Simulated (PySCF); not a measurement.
NMR shielding calculation, with input and output: C$_{7}$H$_{10}$

C$_{7}$H$_{10}$, computed with GIAO LDA/6-31G-J NMR shielding, non-relativistic, gas phase (PySCF 2.14.0).

The geometry comes from this level: GFN2-xTB. Figures and captions count atoms from 1; the log counts them from 0 in places.

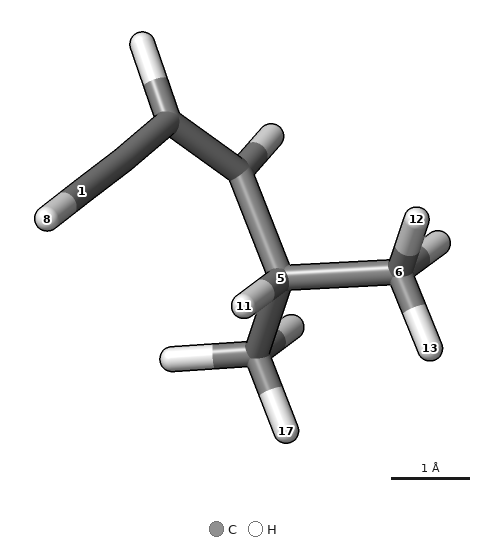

Fig. 1: The structure as given in the input (stick view, seen at a tilt; atoms are numbered from 1 in the order of the input). Bond lengths as drawn: C–C 1.20 to 1.53 Å and C–H 1.05 to 1.09 Å.

Results in brief

| quantity | value |
| --- | --- |
| outcome | converged |
| total energy | −270.112203 hartree |
| HOMO | −5.68 eV |
| LUMO | −1.37 eV |
| dipole moment | 0.68 D |
| isotropic shielding, C | 25.6 to 163.8 ppm |
| isotropic shielding, H | 26.0 to 31.5 ppm |
| hardware | 1 CPU thread, shared host |
| wall time | 28 s |
| peak memory | 0.55 GiB |

Remarks

Settings chosen away from the usual ones: LDA/6-31G-J.

Input file
```
{"job": {"kind": "nmr", "xc": "LDA", "basis": "6-31G-J", "pop": true}, "charge": 0, "multiplicity": 1}
C      2.977455    -0.372848    -1.225287
C      2.319943     0.294478    -0.473210
C      1.579450     1.103760     0.413626
C      0.305465     0.889516     0.736371
C     -0.534809    -0.234339     0.215258
C     -1.735551     0.330132    -0.547310
C     -1.004577    -1.113650     1.376514
H      3.546478    -0.959411    -1.882766
H      2.125153     1.940945     0.831918
H     -0.188960     1.562653     1.424560
H      0.068524    -0.840562    -0.468271
H     -1.401226     0.937116    -1.385833
H     -2.354159    -0.477867    -0.930874
H     -2.345905     0.949636     0.107093
H     -0.150873    -1.531580     1.905452
H     -1.597596    -0.532629     2.080321
H     -1.615811    -1.933320     1.005808
```

The first line tells a small driver script what to run in PySCF; the rest is the geometry in Å.

Launched with:
```bash
OMP_NUM_THREADS=1 python <driver script> task.json out
```

What the program printed
```
coarse grid: 13808 points
cycle   1  E = -270.0575896892  dE =  5.800e-01  |g| = 6.387e-01  |ddm| = 4.247e+00
cycle   2  E = -269.9612291546  dE =  9.636e-02  |g| = 8.641e-01  |ddm| = 1.785e+00
cycle   3  E = -270.1631612146  dE = -2.019e-01  |g| = 1.410e-01  |ddm| = 1.132e+00
cycle   4  E = -270.1640426861  dE = -8.815e-04  |g| = 1.317e-01  |ddm| = 3.121e-01
cycle   5  E = -270.1687373149  dE = -4.695e-03  |g| = 4.275e-02  |ddm| = 1.601e-01
cycle   6  E = -270.1691606586  dE = -4.233e-04  |g| = 1.593e-02  |ddm| = 5.464e-02
cycle   7  E = -270.1692244267  dE = -6.377e-05  |g| = 1.481e-03  |ddm| = 1.746e-02
cycle   8  E = -270.1692249509  dE = -5.242e-07  |g| = 5.577e-04  |ddm| = 3.157e-03
final grid: 132176 points
cycle   9  E = -270.1121938906  dE = -1.535e-04  |g| = 6.553e-03  |ddm| = 4.065e-02
cycle  10  E = -270.1121839233  dE =  9.967e-06  |g| = 8.680e-03  |ddm| = 1.420e-02
cycle  11  E = -270.1122021026  dE = -1.818e-05  |g| = 2.107e-03  |ddm| = 9.795e-03
cycle  12  E = -270.1122029536  dE = -8.509e-07  |g| = 1.128e-03  |ddm| = 3.369e-03
cycle  13  E = -270.1122032438  dE = -2.902e-07  |g| = 3.679e-04  |ddm| = 1.304e-03
cycle  14  E = -270.1122032789  dE = -3.511e-08  |g| = 1.478e-04  |ddm| = 5.068e-04
cycle  15  E = -270.1122032848  dE = -5.927e-09  |g| = 1.320e-05  |ddm| = 1.640e-04
cycle  16  E = -270.1122032849  dE = -4.547e-11  |g| = 5.527e-06  |ddm| = 2.707e-05
```

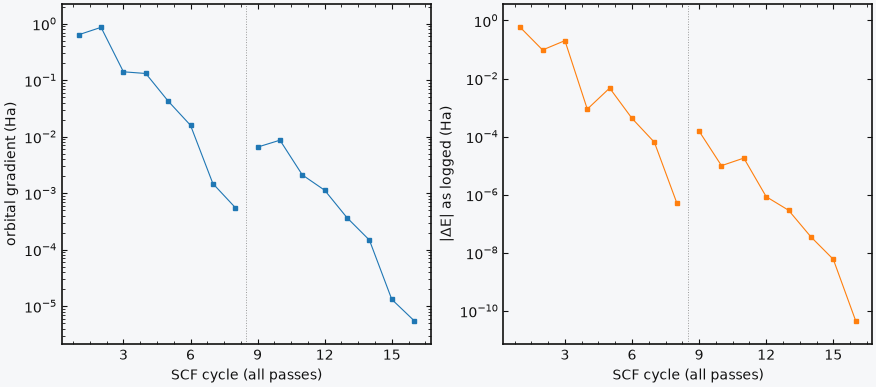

Fig. 2: Convergence of the self-consistent field: orbital gradient and size of the energy change against the SCF cycle. The dotted line marks the change from a coarse to the final integration grid. The first 8 cycles use a coarse grid, the final grid takes over at cycle 9, and the field converges after 16 cycles in all.

```
converged SCF energy = -270.1122032849

GIAO shielding tensors (ppm)
atom      isotropic    diamagn.    paramagn.     s11        s22        s33       span
  0 C       98.999     293.376    -194.377     42.653     59.913    194.430    151.777
  1 C      102.172     248.171    -145.999      6.507     12.782    287.227    280.720
  2 C       77.918     257.907    -179.989    -12.486     89.480    156.759    169.245
  3 C       25.551     253.189    -227.638    -99.272     33.360    142.565    241.838
  4 C      153.111     243.440     -90.328    140.290    157.064    161.980     21.690
  5 C      163.753     246.465     -82.712    148.756    154.857    187.645     38.889
  6 C      163.777     246.030     -82.254    148.759    154.907    187.663     38.904
  7 H       29.805      33.437      -3.632     26.447     26.947     36.023      9.576
  8 H       26.755      23.569       3.186     23.421     27.544     29.300      5.879
  9 H       26.044      30.076      -4.033     22.587     26.139     29.404      6.818
 10 H       28.829      34.340      -5.512     25.447     26.856     34.182      8.734
 11 H       31.142      30.694       0.449     26.534     29.570     37.323     10.788
 12 H       31.190      31.239      -0.049     27.352     28.772     37.445     10.093
 13 H       31.488      31.167       0.321     28.284     29.619     36.561      8.277
 14 H       31.142      30.333       0.809     26.532     29.570     37.324     10.793
 15 H       31.486      30.861       0.625     28.278     29.617     36.564      8.286
 16 H       31.186      30.964       0.222     27.349     28.770     37.438     10.089
```

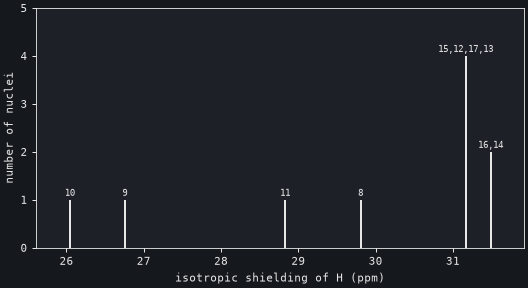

Fig. 3: Isotropic shieldings of the hydrogen nuclei in this fixed geometry, labelled by atom number; shielding grows to the right, so chemical shift grows to the left. The least shielded is H10 (26.0 ppm), the most shielded H14 (31.5 ppm).

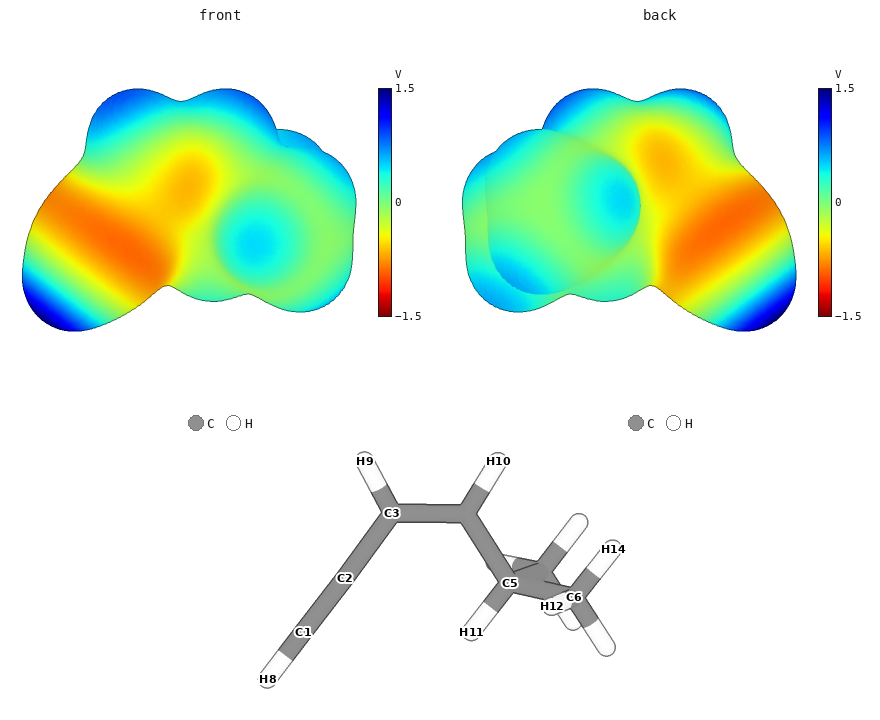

Fig. 4: The electrostatic potential painted on the density surface at 0.002 e/bohr³, seen at a tilt and from behind; the colour scale runs from red (negative) to blue (positive). The bare structure is drawn below in the same view. Its dipole moment is 0.68 D.

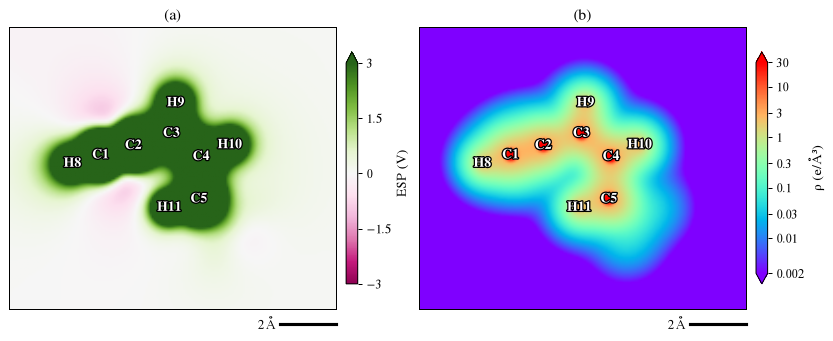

Fig. 5: (a) electrostatic potential; (b) total electron density on the plane of atoms C4, C3 and H9. C–C (1.20 Å): ρ at the midpoint is about 2.7 e/Å³. C–H (1.05 Å): ρ is about 2 e/Å³ halfway.
